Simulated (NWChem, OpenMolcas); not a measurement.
**How basis sets differ on InCl2F (SMILES [F][In]([Cl])[Cl])**

The species is InCl2F (4 atoms), meant as a singlet with charge 0. As SMILES, `[F][In]([Cl])[Cl]`. Geometry: relaxed at PBE0-D4/def2-TZVP.

Quantity: the HOMO–LUMO gap, in eV. The values are calculated.

| level | kind | program | value (eV) | CPU time |
| --- | --- | --- | --- | --- |
| HF/ANO-RCC-MB (DKH2) | Hartree–Fock | OpenMolcas | 13.12 | 7.5 s |
| HF/STO-3G | Hartree–Fock | NWChem | 14.67 | 9.6 s |
| HF/3-21G | Hartree–Fock | OpenMolcas | 13.21 | 6.3 s |
| HF/def2-SVP (core potential) | Hartree–Fock | OpenMolcas | 13.49 | 8.1 s |

All-electron rows without a relativistic Hamiltonian named are non-relativistic, while core potentials hold scalar relativity, so basis and relativity change together. The values span 13.12 to 14.67 eV. A Hartree–Fock LUMO above zero doesn't converge with the basis: it sinks as sets grow more diffuse. Orbital gaps aren't excitation energies. CPU times are rough (shared hosts, several kinds of processor and program).

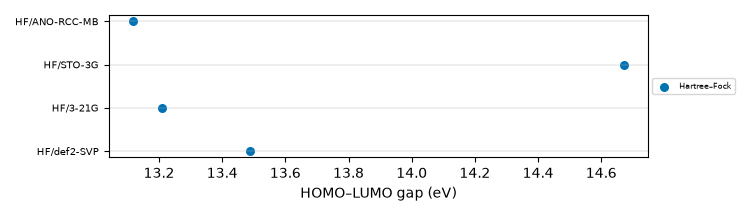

The values of the table, level by level.
